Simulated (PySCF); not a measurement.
C$_{5}$H$_{10}$OSi$_{3}$

| atom | x (Å) | y (Å) | z (Å) |
| --- | --- | --- | --- |
| C | -1.7285 | 2.1959 | 1.9182 |
| C | -1.6013 | 1.2195 | 1.2271 |
| Si | -1.3979 | -0.2632 | 0.1254 |
| C | -2.8890 | -0.2331 | -1.0623 |
| Si | 0.6009 | -0.1343 | -1.0352 |
| C | 1.5021 | 1.4545 | -0.6973 |
| C | 2.0774 | 2.4782 | -0.4380 |
| O | 1.5433 | -1.3646 | -0.5258 |
| Si | 2.7057 | -2.1750 | 0.2476 |
| H | -1.8446 | 3.0479 | 2.5254 |
| H | -1.5529 | -1.4308 | 1.0212 |
| H | -2.8833 | 0.6646 | -1.6753 |
| H | -3.8254 | -0.2452 | -0.5123 |
| H | -2.8894 | -1.0890 | -1.7322 |
| H | 0.5838 | -0.3028 | -2.4975 |
| H | 2.5874 | 3.3723 | -0.2175 |
| H | 3.1484 | -3.1992 | -0.6962 |
| H | 2.0793 | -2.7459 | 1.4401 |
| H | 3.7742 | -1.2405 | 0.5924 |

Geometry: GFN2-xTB.

Level of theory: PBE0/pcSseg-1, SCF density, gas phase, non-relativistic in PySCF 2.14.0.

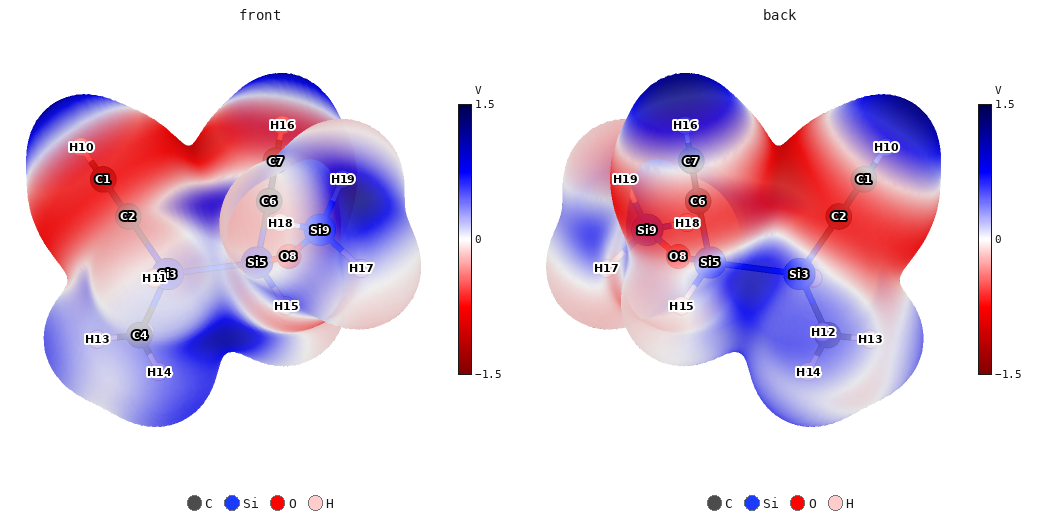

Figure 1. The electrostatic potential painted on the density surface at 0.001 e/bohr³, seen from the front and from behind; red is negative and blue positive.

Where is the surface potential most negative and most positive?

The most negative region (about −1.0 V, or −23 kcal/mol for a unit charge) lies over C1, C2, C6 and C7, the most positive (about +1.3 V, or +30 kcal/mol for a unit charge) over Si9, H10 and H16.

What dipole moment does the calculation give?

Its dipole moment is 0.58 D.

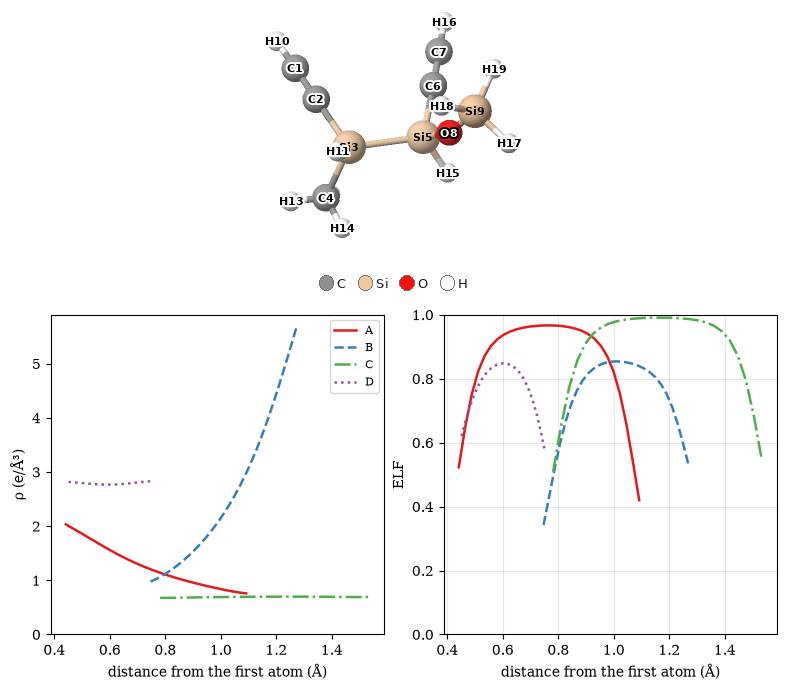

Figure 2. Total electron density and ELF along straight lines between neighbouring atoms. The curves leave out the atomic cores. The structure is drawn too.

Which curve belongs to which contact (C–C, C–Si, Si–O and Si–Si)? The first atom named is at distance zero.

Curve A: C–Si (1.86 Å): ρ at the midpoint is about 0.92 e/Å³; the ELF peaks at about 0.95 between the atoms (a covalent bond). Curve B: Si–O (1.61 Å): ρ at the midpoint is about 1.1 e/Å³; the ELF peaks at about 0.85 between the atoms, as expected for a short, strongly polar bond. Curve C: Si–Si (2.31 Å): ρ is about 0.7 e/Å³ halfway; the ELF peaks at about 1 between the atoms, as expected for localised, covalent bonding. Curve D: C–C (1.20 Å): ρ at the midpoint is about 2.8 e/Å³; the ELF peaks at about 0.85 between the atoms (a short, multiple covalent bond).
